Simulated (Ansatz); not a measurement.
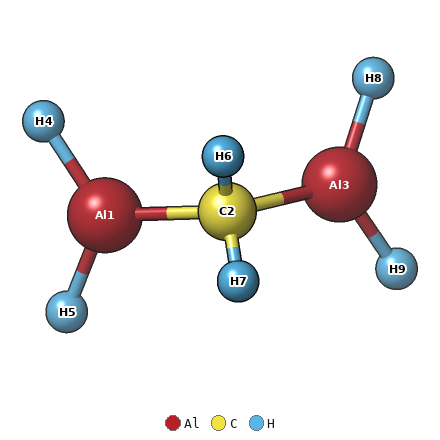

The system is CH6Al2, SMILES [AlH2][CH2][AlH2]; the picture shows the reference structure. First axis: dihedral Al1–C2–Al3–H8. Second axis: dihedral H4–Al1–C2–Al3. Nothing is relaxed (all other coordinates rigid). The scan uses a 9 × 9 grid; 53 points were computed and 28 follow by symmetry. Points are written as (first, second). All energies are given in kJ/mol relative to the lowest grid point. Computed with RKS r2SCAN0-D4/def2-TZVP in Ansatz 0.2.0.

Its coordinates:

```csv
atom,x (Å),y (Å),z (Å)
Al,-0.7896,0.8974,-1.1887
C,0.6586,0.0672,-0.2219
Al,0.2600,-0.9514,1.3672
H,-1.5351,0.1042,-2.3363
H,-1.2559,2.3621,-0.8156
H,1.1581,-0.6119,-0.9184
H,1.3424,0.8669,0.0759
H,-0.0617,-2.4964,1.2593
H,0.2233,-0.2382,2.7785
```

Range: dihedral Al1–C2–Al3–H8 from −180 to 140°; dihedral H4–Al1–C2–Al3 from −180 to 140°.

Q: What will the energy surface look like?

A: The lowest grid point is at (−100°, −100°); the map holds 4 wells of about this depth. The highest grid point, (−180°, −180°), lies 24.4 kJ/mol above the lowest. On the interpolated surface the easiest way out of the lowest well to a well of about the same depth near (100°, −100°) passes a barrier of about 9.1 kJ/mol. Round the minimum the valley is somewhat tilted: raising dihedral Al1–C2–Al3–H8 shifts the best value of dihedral H4–Al1–C2–Al3 upwards (coupling k₁₂/√(k₁₁k₂₂) about −0.3).

```tsv
dihedral H4–Al1–C2–Al3 ↓, dihedral Al1–C2–Al3–H8 →	−180	−140	−100	−60	−20	20	60	100	140
140	17.5	13.6	5.7	6.8	14.9	16.9	9.1	4.8	10.8
100	9.0	5.7	0.3	2.0	7.7	8.2	2.4	0.0	5.0
60	12.4	6.8	2.0	5.9	12.3	10.4	3.5	2.8	9.6
20	22.4	14.9	7.7	12.3	21.5	19.9	10.2	8.4	17.4
−20	22.4	16.9	8.2	10.4	19.9	21.1	11.7	7.6	15.2
−60	12.3	9.1	2.4	3.5	10.2	11.7	5.2	1.7	6.9
−100	9.0	4.8	0.0	2.8	8.4	7.6	1.7	0.3	5.9
−140	17.7	10.8	5.0	9.6	17.4	15.2	6.9	5.9	14.0
−180	24.4	17.5	9.0	12.4	22.4	22.4	12.3	9.0	17.7
```

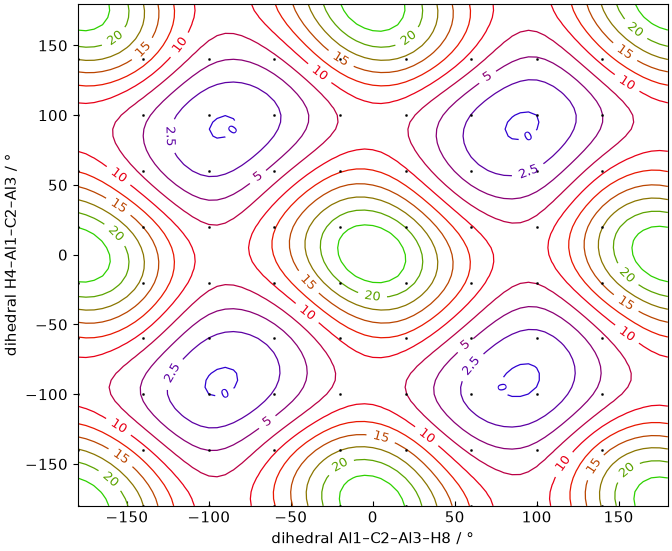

The picture shows contour lines labelled in kJ/mol, dots at the grid points. Between grid points the surface is interpolated.

Each point was launched as `ansatz run input.yaml --threads 1 --pin off --max-ram 2560MiB --backend cpu --events-out ev --progress --plain --runs-dir out`. The whole map (53 points run) took 9.1 min on 1 thread of Arm Neoverse V1 (shared host).
